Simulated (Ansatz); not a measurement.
Stretching the B1–Cl2 bond in BCl (multiplicity 1 held). Energies count from the point at 1.722 Å.


R- and RO- levels are restricted; in cc, def2 and unpolarised 6-31G sets they are followed outwards from rest. U- levels take the lowest unrestricted solution at each point, which mixes spins at long bonds. Active spaces are followed from rest. Full CI gives the lowest state of the spin. Left out are points that failed, MP2 points that dive below the minimum, coupled-cluster points behind a jump of the amplitudes or a sharp parting from full CI or MRCI, small-basis points behind a change of solution, and semi-empirical points at long bonds. Curves can end on different states.

Frozen-core correlation.

Codes used: Ansatz (a first-principles code). 

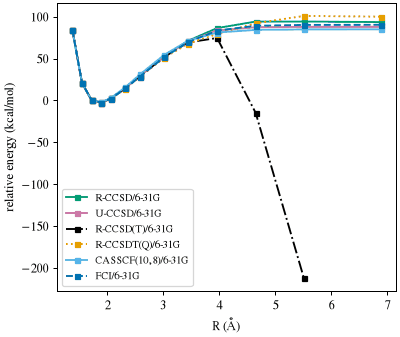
Figure: Relative energy along the coordinate

**Question.** Order the other curves in the same basis by their non-parallelity to FCI/6-31G (largest less smallest deviation, whatever its cause), smallest first.

**Answer.** U-CCSD/6-31G (3.3 kcal/mol), R-CCSD/6-31G (5.3 kcal/mol), CASSCF(10,8)/6-31G (8.3 kcal/mol), R-CCSDT(Q)/6-31G (14.8 kcal/mol), R-CCSD(T)/6-31G (302.8 kcal/mol)

Doubts at one or more of the structures used: a restricted determinant that unrestricted orbitals would lower (R-CCSD/6-31G, R-CCSD(T)/6-31G, R-CCSDT(Q)/6-31G); T1 above 0.05 (R-CCSD/6-31G, U-CCSD/6-31G, R-CCSD(T)/6-31G, R-CCSDT(Q)/6-31G); other coupled-cluster roots lie near (R-CCSD/6-31G, U-CCSD/6-31G, R-CCSD(T)/6-31G, R-CCSDT(Q)/6-31G); a spin-contaminated determinant (U-CCSD/6-31G).
